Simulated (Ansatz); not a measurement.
A15 Mo₃Si, treated with r²SCAN-D4 in Ansatz (plane waves, PAW).

Run with plane-wave cutoff 560 eV, 12×12×12 k mesh, Fermi–Dirac smearing 0.05 eV, no spin polarisation, scalar-relativistic PAW data made under PBE.

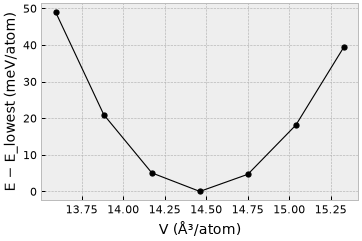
*Total energy against volume*

Question: From the curve, estimate the equilibrium volume and the bulk modulus.

Answer: V0 ≈ 14.5 Å³/atom and B0 ≈ 270 GPa; the fit gives V0 = 14.462 Å³/atom, B0 = 269 GPa, B′ = 4.3.

Computed values are for the static lattice.

Ansatz is a first-principles code.
